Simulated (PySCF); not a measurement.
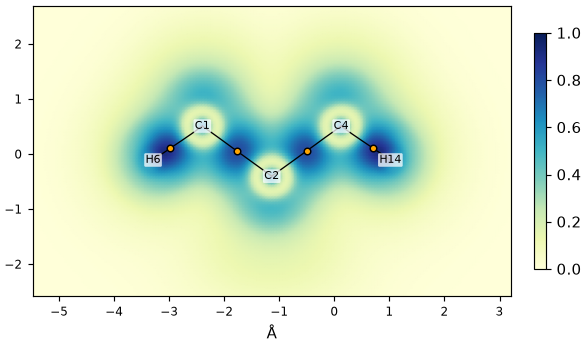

*C4H9N, triplet, SMILES `CC(C)(C)[N]`. Localised orbital locator (LOL) in the plane of C1, C2, C4, H6 and H14, with bond paths and bond critical points (dots).*

Level of theory: LDA (SVWN)/6-31+G* (PySCF), at a geometry from GFN2-xTB. No frequency check shows the geometry to be a minimum. The stability of the open-shell solution wasn't checked. GFN2-xTB doesn't know the spin state, so this open-shell geometry is rough.

Coordinates in Å:

```
C1       1.4170   -0.3362    0.3863
C2       0.0001   -0.0001   -0.1596
C3      -0.4190    1.3943    0.3875
C4      -0.9997   -1.0604    0.3837
N5       0.0018    0.0030   -1.5124
H6       2.1297    0.4038    0.0320
H7       1.3969   -0.3320    1.4730
H8       1.7231   -1.3155    0.0309
H9       0.2773    2.1498    0.0333
H10     -0.4128    1.3737    1.4742
H11     -1.4150    1.6422    0.0304
H12     -0.7151   -2.0468    0.0273
H13     -0.9864   -1.0474    1.4704
H14     -2.0008   -0.8351    0.0282
```

Rank the bonds in the plane by LOL at their critical points.

Answer. C4–H14 and C1–H6: about 0.89; C1–C2 and C2–C4: about 0.81. Values above 0.5 mark slow, localised electrons, as in shared pairs; low values at a critical point mark a polar or closed-shell contact whose critical point lies between the shells.

Where along C4–H14 does the critical point lie?

Answer. 0.70 Å from C4 and 0.38 Å from H14.
